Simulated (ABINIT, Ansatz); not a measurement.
**SnSe2 (P-3m1): changed settings of a GW run in ABINIT**

Aim: change inputs of a GW run on SnSe2 (P-3m1) and see what moves.

Program: ABINIT 10.8.3. Level of theory: PBE and many-body steps on it, plane waves. Results are calculated unless marked as measured.

## Step 1: The starting structure

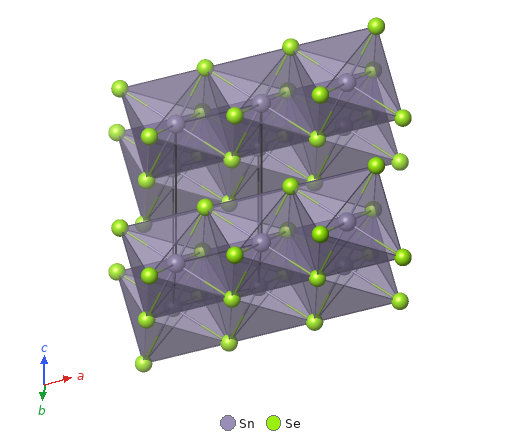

Start, viewed from a free direction; tin purple, selenium green. 2×1×1 cells are drawn. Some periodic images of atoms are drawn too.

The cell and positions come from the Crystallography Open Database and are kept as given unless a step says otherwise.

## Step 2: Screening, 3×3×2 mesh, 237 bands, screening to 176.9 eV

This step: ABINIT 10.8.3; RPA screening on PBE, plane waves, norm-conserving pseudopotentials.

The RPA dielectric matrix is built and inverted for each q.

The input, run.abi:

```
acell 3*1.0 Angstrom
rprim 
  3.810999999987 0.000000000003 0.000000000000
  -1.905499999996 3.300422813810 0.000000000000
  0.000000000000 0.000000000000 6.136000000000
ntypat 2
znucl 50 34
natom 3
typat 1 2 2
xred 
  0.000000000000 0.000000000000 0.000000000000
  0.333333333333 0.666666666667 0.249000000000
  0.666666666667 0.333333333333 0.751000000000
pp_dirpath "pseudos"
pseudos "Sn.upf, Se.upf"
ecut 48
ngkpt 3 3 2
nshiftk 1
shiftk 0 0 0
kptopt 1
chksymbreak 0
istwfk *1
occopt 1
irdwfk 1
optdriver 3
nband 237
ecuteps 6.5
inclvkb 2
awtr 1
symchi 1
indata_prefix "in"
outdata_prefix "out"
tmpdata_prefix "tmp"
```

Run with:

```bash
$ OMP_NUM_THREADS=1 mpirun -n 4 abinit run.abi > log
```

The program printed:

```text
.Version 10.8.3 of ABINIT. v10.8.2 released Aug 2026.

 Symmetries : space group P-3 m 1 (#164); Bravais hP (primitive hexag.)
[... echo of the input left out ...]
== DATASET  1 ==================================================================
-   mpi_nproc: 4, omp_nthreads: 1 (-1 if OMP is not activated)

--- !DatasetInfo
iteration_state: {dtset: 1, }
dimensions: {natom: 3, nkpt: 6, mband: 237, nsppol: 1, nspinor: 1, nspden: 1, mpw: 8305, }
cutoff_energies: {ecut:  48.0, pawecutdg:  -1.0, }
electrons: {nelect:   7.00000000E+01, charge:   0.00000000E+00, occopt:   1.00000000E+00, tsmear:   1.00000000E-02, }

 SCREENING: Calculation of the susceptibility and dielectric matrices

 Based on a program developped by R.W. Godby, V. Olevano, G. Onida, and L. Reining.
 Incorporated in ABINIT by V. Olevano, G.-M. Rignanese, and M. Torrent.
.Using double precision arithmetic ; gwpc =  8

[... cell and pseudopotentials left out ...]
--------------------------------------------------------------------------------

 ==== K-mesh for the wavefunctions ====
 Number of points in the irreducible wedge :     6
[... list of points left out ...]
 Together with 12 symmetry operations and time-reversal symmetry
 yields    18 points in the full Brillouin Zone.

 ==== Q-mesh for the screening function ====
 Number of points in the irreducible wedge :     6
[... list of points left out ...]
 Together with 12 symmetry operations and time-reversal symmetry
 yields    18 points in the full Brillouin Zone.

 setmesh: FFT mesh size selected  =    27x   27x   50
          total number of points  =        36450

 vcoul_init : cutoff-mode = AUXILIARY_FUNCTION
 q-points for optical limit:   1
     1)      0.000010    0.000020    0.000030

- screening: taking advantage of time-reversal symmetry
- Maximum band index for partially occupied states nbvw = 35
- Remaining bands to be divided among processors   nbcw = 202
- Number of bands treated by each node ~50

 Number of electrons calculated from density =   70.0000; Expected =   70.0000
 average of density, n =  0.134403
 r_s =    1.2111
 omega_plasma =   35.3638 [eV]

 calculating chi0 at frequencies [eV] :
  1    0.000000E+00    0.000000E+00
  2    0.000000E+00    3.536384E+01

--------------------------------------------------------------------------------
  q-point number  1        q = ( 0.000000, 0.000000, 0.000000) [r.l.u.]
--------------------------------------------------------------------------------
[... chi0 elements left out ...]
 For q-point:  0.000010 0.000020 0.000030
  dielectric constant =  19.5683
  dielectric constant without local fields =  22.2856

  Average fulfillment of the sum rule on Im[epsilon] for q-point    1 :     51.59  [%]
[... wings left out ...]
  q-point number  2        q = ( 0.333333, 0.000000, 0.000000) [r.l.u.]
--------------------------------------------------------------------------------
[... chi0 elements left out ...]
  Average fulfillment of the sum rule on Im[epsilon] for q-point    2 :     54.41  [%]

 [... 4 further q-points ...]
```

Run time: 2.3 min. Hardware: 4 MPI ranks of Arm Neoverse V1, shared host; peak memory 1.8 GiB.

Numbers from this step:

| Property | Result |
| --- | --- |
| ε∞ with local fields, on this mesh, along the program's q direction | 19.57 |
| the same without local fields | 22.29 |
| plasma frequency | 35.36 eV |
| plane waves in the screening matrix | 391 |

Local fields lower ε∞ by 12 %. On a Γ-centred mesh this coarse the value itself is usually too large, while a short band sum pulls it down.

## Step 3: Base

The self-energy is evaluated for the states that the input lists, and the levels follow from it, in one-shot runs by the linearised quasiparticle equation.

This step: G0W0 on PBE, plane waves, norm-conserving pseudopotentials.

Edit run.abi of step 2 so:

```diff
@@ -24,8 +24,15 @@
 irdwfk 1
-optdriver 3
+optdriver 4
 nband 237
+gwcalctyp 0
+ecutsigx 48
+symsigma 1
+nkptgw 1
+kptgw 
+  0.0000000000 0.0000000000 0.0000000000
+bdgw 
+  33 37
 ecuteps 6.5
-inclvkb 2
-awtr 1
-symchi 1
+irdscr 1
+ppmodel 1
 indata_prefix "in"
```

The program printed:

```text
.Version 10.8.3 of ABINIT. v10.8.2 released Aug 2026.

 Symmetries : space group P-3 m 1 (#164); Bravais hP (primitive hexag.)
[... echo of the input left out ...]
== DATASET  1 ==================================================================
-   mpi_nproc: 4, omp_nthreads: 1 (-1 if OMP is not activated)

--- !DatasetInfo
iteration_state: {dtset: 1, }
dimensions: {natom: 3, nkpt: 6, mband: 237, nsppol: 1, nspinor: 1, nspden: 1, mpw: 8305, }
cutoff_energies: {ecut:  48.0, pawecutdg:  -1.0, }
electrons: {nelect:   7.00000000E+01, charge:   0.00000000E+00, occopt:   1.00000000E+00, tsmear:   1.00000000E-02, }

 SIGMA: Calculation of the GW corrections

 Based on a program developped by R.W. Godby, V. Olevano, G. Onida, and L. Reining.
 Incorporated in ABINIT by V. Olevano, G.-M. Rignanese, and M. Torrent.
.Using double precision arithmetic ; gwpc =  8

[... cell and pseudopotentials left out ...]
--------------------------------------------------------------------------------

 ==== K-mesh for the wavefunctions ====
 Number of points in the irreducible wedge :     6
[... list of points left out ...]
 Together with 12 symmetry operations and time-reversal symmetry
 yields    18 points in the full Brillouin Zone.

 ==== Q-mesh for screening function ====
 Number of points in the irreducible wedge :     6
[... list of points left out ...]
 Together with 12 symmetry operations and time-reversal symmetry
 yields    18 points in the full Brillouin Zone.

 vcoul_init : cutoff-mode = AUXILIARY_FUNCTION
 q-points for optical limit:   1
     1)      0.000010    0.000020    0.000030
 setmesh: FFT mesh size selected  =    40x   40x   75
          total number of points  =       120000

 Number of electrons calculated from density =   70.0000; Expected =   70.0000
 average of density, n =  0.134403
 r_s =    1.2111
 omega_plasma =   35.3638 [eV]

 === KS Band Gaps ===
  >>>> For spin  1
   Minimum direct gap =   1.0998 [eV], located at k-point      :   0.0000  0.0000  0.0000
   Fundamental gap    =   1.0998 [eV], Top of valence bands at :   0.0000  0.0000  0.0000
                                       Bottom of conduction at :   0.0000  0.0000  0.0000
 SIGMA fundamental parameters:
 PLASMON POLE MODEL  1
 number of plane-waves for SigmaX                 8305
 number of plane-waves for SigmaC and W            391
 number of plane-waves for wavefunctions          8305
 number of bands                                   237
 number of independent spin polarizations            1
 number of spinorial components                      1
 number of k-points in IBZ                           6
 number of q-points in IBZ                           6
 number of symmetry operations                      12
 number of k-points in BZ                           18
 number of q-points in BZ                           18
 number of frequencies for dSigma/dE                 9
 frequency step for dSigma/dE [eV]                0.25
 number of omega for Sigma on real axis              0
 max omega for Sigma on real axis  [eV]           0.00
 zcut for avoiding poles [eV]                     0.10

 EPSILON^-1 parameters (SCR file):
 dimension of the eps^-1 matrix on file            391
 dimension of the eps^-1 matrix used               391
 number of plane-waves for wavefunctions          8305
 number of bands                                   237
 number of q-points in IBZ                           6
 number of frequencies                               2
 number of real frequencies                          1
 number of imag frequencies                          1

 matrix elements of self-energy operator (all in [eV])

 Perturbative Calculation

--- !SelfEnergy_ee
iteration_state: {dtset: 1, }
kpoint     : [   0.000,    0.000,    0.000, ]
spin       : 1
KS_gap     :    1.100
QP_gap     :    1.701
Delta_QP_KS:    0.601
data: !SigmaeeData |
     Band     E0 <VxcDFT>   SigX SigC(E0)      Z dSigC/dE  Sig(E)    E-E0       E
       33   5.249 -14.622 -16.811   1.734   0.789  -0.268 -14.981  -0.359   4.890
       34   5.249 -14.622 -16.811   1.734   0.789  -0.268 -14.981  -0.359   4.890
       35   5.637 -14.683 -16.739   1.591   0.792  -0.263 -15.051  -0.368   5.269
       36   6.737 -13.871 -10.050  -3.534   0.809  -0.237 -13.639   0.233   6.969
       37   8.603 -11.502  -7.047  -4.289   0.814  -0.229 -11.368   0.135   8.738

== END DATASET(S) ==============================================================
================================================================================

 -outvars: echo values of variables after computation  --------
           etotal      0.0000000000E+00
            nband         237
             nkpt           6
          spgroup         164
 [... the other variables as echoed above ...]

 Calculation completed.
```

It took 18 s on 4 MPI ranks; peak memory 1.4 GiB.

This step gave:

```yaml
g0w0_gap_on_the_points_computed: 1.700 eV
starting_gap_on_the_mesh: 1.100 eV
k_of_the_valence_top: 0, 0, 0
k_of_the_conduction_bottom: 0, 0, 0
z_at_the_valence_top: 0.792
z_at_the_conduction_bottom: 0.809
least_direct_g0w0_gap_on_the_computed_points: 1.700 eV
```

The gap on the mesh goes from 1.10 eV to 1.70 eV, a correction of +0.60 eV.

## Step 4: Scissors in G

Edit run.abi of step 3 so:

```diff
@@ -37,2 +37,3 @@
 ppmodel 1
+mbpt_sciss 1.0 eV
 indata_prefix "in"
```

The program printed:

```text
.Version 10.8.3 of ABINIT. v10.8.2 released Aug 2026.

 Symmetries : space group P-3 m 1 (#164); Bravais hP (primitive hexag.)
[... echo of the input left out ...]
== DATASET  1 ==================================================================
-   mpi_nproc: 4, omp_nthreads: 1 (-1 if OMP is not activated)

--- !DatasetInfo
iteration_state: {dtset: 1, }
dimensions: {natom: 3, nkpt: 6, mband: 237, nsppol: 1, nspinor: 1, nspden: 1, mpw: 8305, }
cutoff_energies: {ecut:  48.0, pawecutdg:  -1.0, }
electrons: {nelect:   7.00000000E+01, charge:   0.00000000E+00, occopt:   1.00000000E+00, tsmear:   1.00000000E-02, }

 SIGMA: Calculation of the GW corrections

 Based on a program developped by R.W. Godby, V. Olevano, G. Onida, and L. Reining.
 Incorporated in ABINIT by V. Olevano, G.-M. Rignanese, and M. Torrent.
.Using double precision arithmetic ; gwpc =  8

[... cell and pseudopotentials left out ...]
--------------------------------------------------------------------------------

 ==== K-mesh for the wavefunctions ====
 Number of points in the irreducible wedge :     6
[... list of points left out ...]
 Together with 12 symmetry operations and time-reversal symmetry
 yields    18 points in the full Brillouin Zone.

 ==== Q-mesh for screening function ====
 Number of points in the irreducible wedge :     6
[... list of points left out ...]
 Together with 12 symmetry operations and time-reversal symmetry
 yields    18 points in the full Brillouin Zone.

 vcoul_init : cutoff-mode = AUXILIARY_FUNCTION
 q-points for optical limit:   1
     1)      0.000010    0.000020    0.000030
 setmesh: FFT mesh size selected  =    40x   40x   75
          total number of points  =       120000

 Number of electrons calculated from density =   70.0000; Expected =   70.0000
[...]
number of symmetry operations                      12
 number of k-points in BZ                           18
 number of q-points in BZ                           18
 number of frequencies for dSigma/dE                 9
 frequency step for dSigma/dE [eV]                0.25
 number of omega for Sigma on real axis              0
 max omega for Sigma on real axis  [eV]           0.00
 zcut for avoiding poles [eV]                     0.10
 scissor energy [eV]                              1.00

 EPSILON^-1 parameters (SCR file):
 dimension of the eps^-1 matrix on file            391
 dimension of the eps^-1 matrix used               391
 number of plane-waves for wavefunctions          8305
 number of bands                                   237
 number of q-points in IBZ                           6
 number of frequencies                               2
 number of real frequencies                          1
 number of imag frequencies                          1

 matrix elements of self-energy operator (all in [eV])

 Perturbative Calculation

--- !SelfEnergy_ee
iteration_state: {dtset: 1, }
kpoint     : [   0.000,    0.000,    0.000, ]
spin       : 1
KS_gap     :    1.100
QP_gap     :    1.794
Delta_QP_KS:    0.694
data: !SigmaeeData |
     Band     E0 <VxcDFT>   SigX SigC(E0)      Z dSigC/dE  Sig(E)    E-E0       E
       33   5.249 -14.622 -16.811   1.801   0.791  -0.264 -14.929  -0.307   4.943
       34   5.249 -14.622 -16.811   1.801   0.791  -0.264 -14.929  -0.307   4.943
       35   5.637 -14.683 -16.739   1.659   0.794  -0.260 -14.998  -0.315   5.322
       36   6.737 -13.871 -10.050  -3.587   0.811  -0.233 -13.492   0.379   7.116
       37   8.603 -11.502  -7.047  -4.321   0.815  -0.227 -11.208   0.294   8.897

== END DATASET(S) ==============================================================
================================================================================

 -outvars: echo values of variables after computation  --------
           etotal      0.0000000000E+00
            nband         237
             nkpt           6
          spgroup         164
 [... the other variables as echoed above ...]

 Calculation completed.
```

Wall time 18 s (4 MPI ranks); peak memory 1.4 GiB.

Numbers from this step:

```yaml
g0w0_gap_on_the_points_computed: 1.794 eV
starting_gap_on_the_mesh: 1.100 eV
k_of_the_valence_top: 0, 0, 0
k_of_the_conduction_bottom: 0, 0, 0
z_at_the_valence_top: 0.794
z_at_the_conduction_bottom: 0.811
least_direct_g0w0_gap_on_the_computed_points: 1.794 eV
```

## Step 5: A keyword of another program

Edit run.abi of step 4 so:

```diff
@@ -37,3 +37,3 @@
 ppmodel 1
-mbpt_sciss 1.0 eV
+ecut_chi 100
 indata_prefix "in"
```

The program printed:

```text
.Version 10.8.3 of ABINIT. v10.8.2 released Aug 2026.

 Symmetries : space group P-3 m 1 (#164); Bravais hP (primitive hexag.)
================================================================================
 Values of the parameters that define the memory need of the present run
     intxc =       0    ionmov =       0      iscf =       7    lmnmax =       6
     lnmax =       6     mgfft =      75  mpssoang =       3    mqgrid =    3617
     natom =       3  nloc_mem =       1    nspden =       1   nspinor =       1
    nsppol =       1      nsym =      12    n1xccc =    2501    ntypat =       2
    occopt =       1   xclevel =       2
-    mband =         237        mffmem =           1         mkmem =           2
       mpw =        8305          nfft =      172800          nkpt =           6
================================================================================
  Rough estimation (10% accuracy) of disk space for files :
================================================================================

--------------------------------------------------------------------------------
------------- Echo of variables that govern the present computation ------------
--------------------------------------------------------------------------------
 -outvars: echo values of preprocessed input variables --------
            acell      1.8897261259E+00  1.8897261259E+00  1.8897261259E+00 Bohr

             bdgw          33      37
      chksymbreak           0
             ecut      4.80000000E+01 Hartree
          ecuteps      6.50000000E+00 Hartree
         ecutsigx      4.80000000E+01 Hartree
          ecutwfn      4.80000000E+01 Hartree
-          fftalg         312
           irdscr           1
           irdwfk           1

              ixc     -101130
[...]
npweps         391
          npwsigx        8305
           npwwfn        8305
             nsym          12
           ntypat           2
              occ      2.000000  2.000000  2.000000  2.000000  2.000000  2.000000
                       2.000000  2.000000  2.000000  2.000000  2.000000  2.000000
                       2.000000  2.000000  2.000000  2.000000  2.000000  2.000000
                       2.000000  2.000000  2.000000  2.000000  2.000000  2.000000
[...]
0.000000  0.000000  0.000000  0.000000  0.000000  0.000000
   [... 29 further rows ...]
                       0.000000  0.000000  0.000000  0.000000  0.000000  0.000000
[...]
optdriver           4
            rprim      3.8110000000E+00  3.0000000000E-12  0.0000000000E+00
[...]
spgroup         164

             xred      0.0000000000E+00  0.0000000000E+00  0.0000000000E+00
                       3.3333333333E-01  6.6666666667E-01  2.4900000000E-01
                       6.6666666667E-01  3.3333333333E-01  7.5100000000E-01
            znucl       50.00000   34.00000

================================================================================

 chkinp: Checking input parameters for consistency.

--- !ERROR
message: |
    Found token: `ECUT_CHI` in the input file.
    This name is not one of the registered input variable names (see
    Action: check your input file. Perhaps you mistyped the input variable,
    or specified "img", although this was not permitted for this input variable.

--- !ERROR
message: |
    Found token: `ECUT_CHI` in the input file.
    This name is not one of the registered input variable names (see
    Action: check your input file. Perhaps you mistyped the input variable,
    or specified "img", although this was not permitted for this input variable.

--- from the log ---
Found token: `ECUT_CHI` in the input file.
    This name is not one of the registered input variable names (see
    Action: check your input file. Perhaps you mistyped the input variable,
    or specified "img", although this was not permitted for this input variable.
```

Run time: 0.7 s. Hardware: 4 MPI ranks; peak memory 0.05 GiB.

The run stopped with an error after 0.7 s.

The program's words: Found token: `ECUT_CHI` in the input file. This name is not one of the registered input variable names (see Action: check your input file. Perhaps you mistyped the input variable, or specified "img", although this was not permitted for this input variable.

The fault put into this input: a keyword of another program.

## Step 6: Side by side

Times are wall times on 4 MPI ranks of Arm Neoverse V1, shared host, good to a factor of about two. A run's time includes the screening step that it read.

```tsv
run	mesh	bands	screening cutoff (eV)	DFT gap (eV)	gap on the mesh (eV)	direct (eV)	ε∞ used	time
base	3×3×2	237	176.9	1.100	1.700	1.700	19.57	2.6 min
scissors in G	3×3×2	237	176.9	1.100	1.794	1.794	19.57	2.6 min
```

## Step 7: Summary of results

| Property | Result |
| --- | --- |
| base | 1.700 eV |
| scissors in G | 1.794 eV |
| known limits | not at the basis limit; no spin-orbit coupling; coarse k mesh |

Scissors in G: +0.094 eV against base (keys changed: mbpt_sciss). Bands and cutoff are finite, so the gap is not at the basis limit. The miss can reach some tenths of an eV and take either sign; the mesh is an error of its own. In the G0W0 runs levels were corrected at 1 k point alone, so a gap called «on the mesh» is the least over those, and an edge elsewhere would be missed. A denser mesh or path gives a starting gap of 0.75 eV: the GW mesh misses a band edge, so its gaps are not the fundamental one. The 3×3×2 mesh is coarse for this cell, which bears on the long-range parts of exchange and screening. The many-body steps are scalar-relativistic: spin-orbit coupling is not in them.

[Paths, hosts, dates, memory and timing lines, banners, echoed tables and standing remarks are left out of the program output.]

[Logs are printed without paths, hosts, clocks, repeated set-up lines and the standing remarks that a program may print on its own settings, such as how far it seeks lower states.]

[Runs of the session that timed out or met a known fault of the program may be left out.]

[Hosts, paths, dates, database ids (printed as entryN), source tags and the programs' standing remarks are cut or masked in the printed files.]

[G0W0 gaps are taken among the corrected bands and points alone; a level outside them can change the order at an edge.]

[Where Ansatz stands beside ABINIT at settings called matched, ABINIT's density can come from a denser mesh and the files from another edition; pairs whose starting gaps differed by over 0.03 eV were left out, so agreement reads better than it is.]
